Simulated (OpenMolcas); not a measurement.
AlH2S (SMILES [AlH][SH]): methods side by side

The species is AlH2S (4 atoms), meant as a doublet with charge 0. SMILES: `[AlH][SH]`. The shape comes from GFN2-xTB, which is rough for such elements, and wasn't checked as a minimum.

Quantity: the vertical energy of the quartet above the doublet, in eV. The values are calculated.

```csv
level,kind,program,value (eV),less FCI/STO-3G,CPU time (all runs)
UHF/STO-3G,Hartree–Fock,OpenMolcas,5.39,-0.33,4 s
UPBE/STO-3G,GGA,OpenMolcas,5.80,+0.08,14 s
U-r2SCAN/STO-3G,meta-GGA,OpenMolcas,5.75,+0.03,16 s
UM06-2X/STO-3G,hybrid meta-GGA,OpenMolcas,6.10,+0.38,17 s
UPBE0/STO-3G,global hybrid,OpenMolcas,5.94,+0.22,12 s
"CASSCF(3,3)/STO-3G",multireference,OpenMolcas,5.48,-0.24,3.5 s
ROCCSD(T)/STO-3G,coupled cluster or CI,OpenMolcas,5.72,0.00,5.6 s
FCI/STO-3G,exact in the basis,OpenMolcas,5.72,0.00,9.3 s
```

FCI/STO-3G is exact within its basis and frozen core, so for wave-function methods in that basis the difference is their error; functionals converge differently with the basis, so for them it is only a difference. The values span 5.39 to 6.10 eV. All rows use very small basis sets, so even the best lies far from the true value. Times are those of the runs behind each value, whatever else they computed, on shared processors of several kinds: orders of magnitude only.

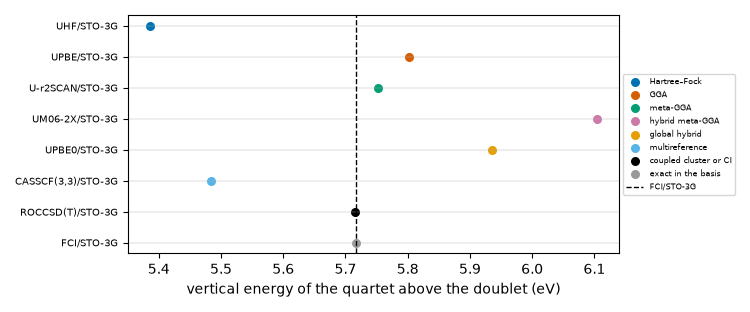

The values of the table, level by level.
